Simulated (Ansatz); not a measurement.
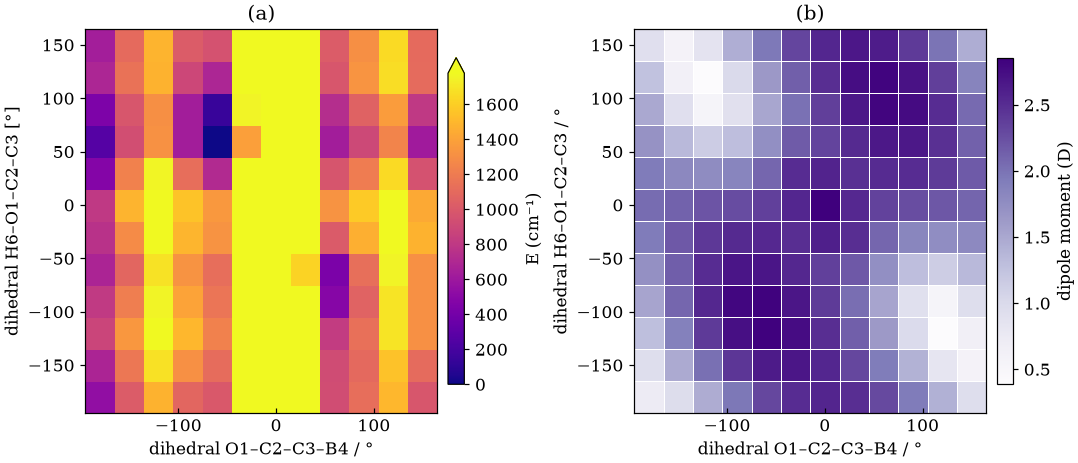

C₂H₆BFO, SMILES OCCBF. The first coordinate is: dihedral O1–C2–C3–B4; the second: dihedral H6–O1–C2–C3. Nothing is relaxed (all other coordinates rigid). Grid: 12 × 12 points. All energies are given in cm⁻¹ relative to the lowest grid point. All numbers below come from Ansatz, RKS PBE-D4/def2-TZVP.

Panel (a) is the energy; panel (b) is the computed dipole moment, in D.

Drawn: one coloured cell a grid point, one colour for all values above the top of the scale.

> How does the dipole moment vary over the map, and what is it at the lowest grid point?

Leaving out the highest fifth of the energies, it runs from 0.39 D at dihedral O1–C2–C3–B4 = 120°, dihedral H6–O1–C2–C3 = −120° to 2.84 D at dihedral O1–C2–C3–B4 = −60°, dihedral H6–O1–C2–C3 = −120°. At the lowest grid point, dihedral O1–C2–C3–B4 = −60°, dihedral H6–O1–C2–C3 = 60°, it is 1.74 D.
